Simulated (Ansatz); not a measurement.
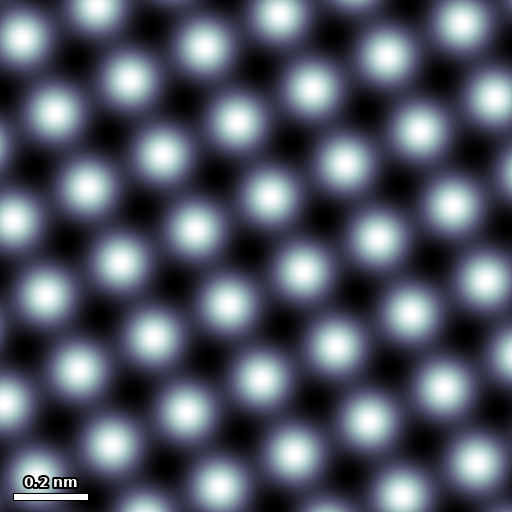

iDPC-like image of Mo (Im-3m, No. 229). Simulated as the projected potential of neutral atoms (B = 0.5 Å²) blurred by a 1.17 Å probe, the thin-sample limit of integrated differential phase contrast. Model: a calculation's starting geometry.

```cif
data_structure
_symmetry_space_group_name_H-M 'Im-3m'
_symmetry_Int_Tables_number 229
_cell_length_a 3.1605
_cell_length_b 3.1605
_cell_length_c 3.1605
_cell_angle_alpha 90.000
_cell_angle_beta 90.000
_cell_angle_gamma 90.000
_cell_volume 31.57
loop_
_atom_site_label
_atom_site_type_symbol
_atom_site_symmetry_multiplicity
_atom_site_Wyckoff_symbol
_atom_site_fract_x
_atom_site_fract_y
_atom_site_fract_z
_atom_site_occupancy
Mo1 Mo 2 a 0.00000 0.00000 0.00000 1
```

Which beam direction gives this image, [001], [111], [210] or [221]? (Directions equivalent by symmetry count as one.)

Answer. [001]. The projected cells are 2.23 × 2.23 Å, 90° for [001]; 2.58 × 2.58 Å, 120° for [111]; 1.41 × 1.73 Å, 114° for [210]; 0.74 × 2.23 Å, 90° for [221], and the image repeats as the [001] one does.
